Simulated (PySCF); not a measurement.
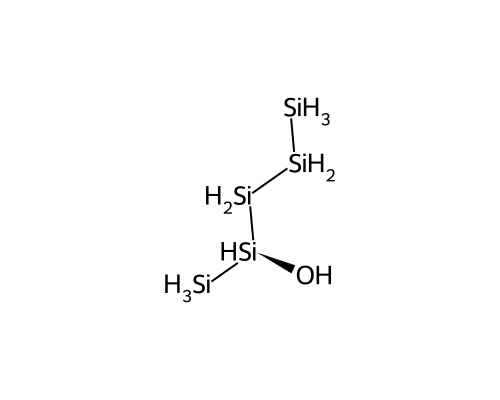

Computed geometry: GFN2-xTB optimisation. No frequency run is at hand to confirm it as a minimum. Level of theory: B3LYP/def2-SVPD, gas phase (PySCF 2.14.0). Excitations: vertical, linear response.

Computed properties:

The species is H12OSi5 (`O[Si@@H]([SiH3])[SiH2][SiH2][SiH3]`).
- dipole moment: 1.02 D
- HOMO energy (Kohn–Sham orbital): −7.39 eV
- LUMO energy (Kohn–Sham orbital): −1.34 eV
- HOMO–LUMO gap: 6.05 eV
- mean static polarisability: 158.7 bohr³
- lowest vertical singlet excitation: 5.11 eV
- its oscillator strength: 0.032
- brightest of the 8 lowest singlets: 5.76 eV
- its oscillator strength: 0.44

The geometry is semi-empirical. Around Si such bond lengths and angles can be off by a tenth of an ångström or more and by several degrees, and values that hang on the shape move with them.
